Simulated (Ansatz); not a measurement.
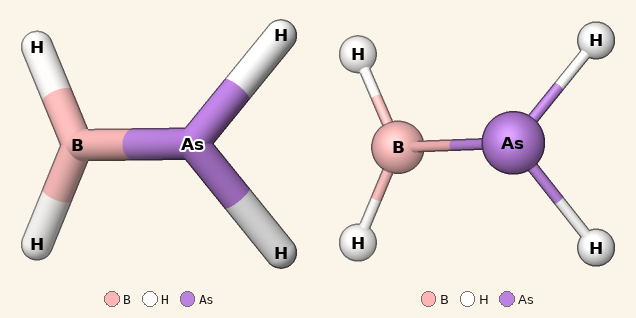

Both panels show the same species.

**What is the molecular formula?**

AsBH₄, 6 atoms: 1 arsenic, 1 boron and 4 hydrogen.

**How many atoms are distinct by symmetry?**

4: 1 B, 2 H, 1 As, 2 H.

The parts below concern this one geometry. Atoms keep their numbers from picture to picture. Computed geometry: PBE0-D4/def2-TZVP optimisation.

### Shape

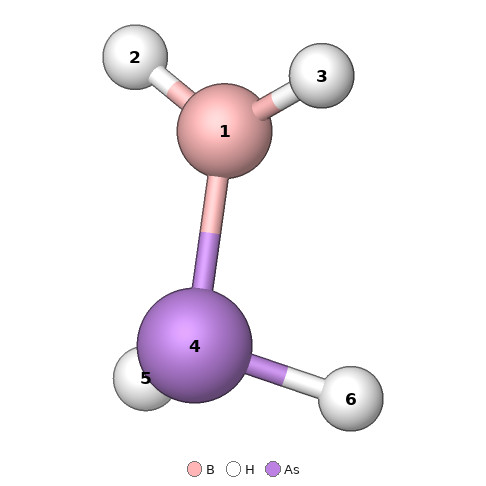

Atoms carry their numbers in the input.

What are the angles H2–B1–H3, H2–B1–As4, B1–As4–H5, H5–As4–H6?

```csv
angle,degrees
H2–B1–H3,120.5
H2–B1–As4,119.4
B1–As4–H5,100.5
H5–As4–H6,97.8
```

### Electronic properties

Method: RKS PBE0-D4/def2-TZVPP (Ansatz 0.2.0).

Computed properties:

- HOMO energy (Kohn–Sham orbital): −7.42 eV
- LUMO energy (Kohn–Sham orbital): −1.95 eV
- HOMO–LUMO gap: 5.47 eV

### Thermal motion

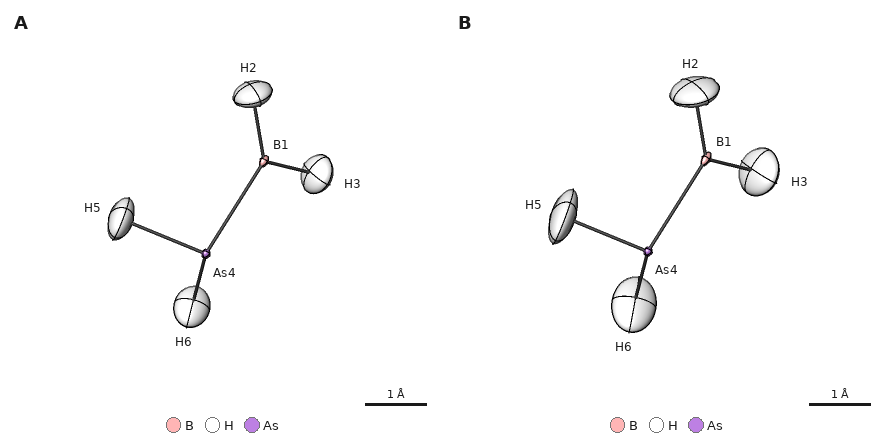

Displacement ellipsoids at the 50 % level, scaled by 1.5, from the internal vibrations of the free molecule (harmonic, no overall translation or rotation; no half-axis is drawn under 0.075 Å). Vibrations computed with RKS PBE0-D4/def2-TZVP (Ansatz 0.2.0). One panel is for 200 K, the other for 600 K.

**Which panel is for 600 K?**

B.

**How much does the mean-square displacement of H6 grow, and why?**

U_eq goes from 0.0188 to 0.0307 Å², a factor of 1.6. Modes below kT (417 cm⁻¹ at 600 K) grow about in proportion to T, and the lowest lies at 399 cm⁻¹; the mean-square amplitude of a mode is its zero-point value times coth(ħω/2kT), which comes close to 1 only above about 3kT.

### Charges

The questions are on Mulliken charges. Properties computed with RKS PBE0-D4/def2-TZVP (Ansatz 0.2.0).

**Which atom carries the highest charge (most positive or least negative)?**

H5, H6 (0.07 e).

**And the lowest?**

As4 (−0.12 e).

List the Mulliken charges.

```json
{"atom": "B1", "value (e)": "−0.09"}
{"atom": "H2", "value (e)": "0.04"}
{"atom": "H3", "value (e)": "0.04"}
{"atom": "As4", "value (e)": "−0.12"}
{"atom": "H5", "value (e)": "0.07"}
{"atom": "H6", "value (e)": "0.07"}
```

Mulliken values depend strongly on the basis set and can even reverse the polarity of a bond.
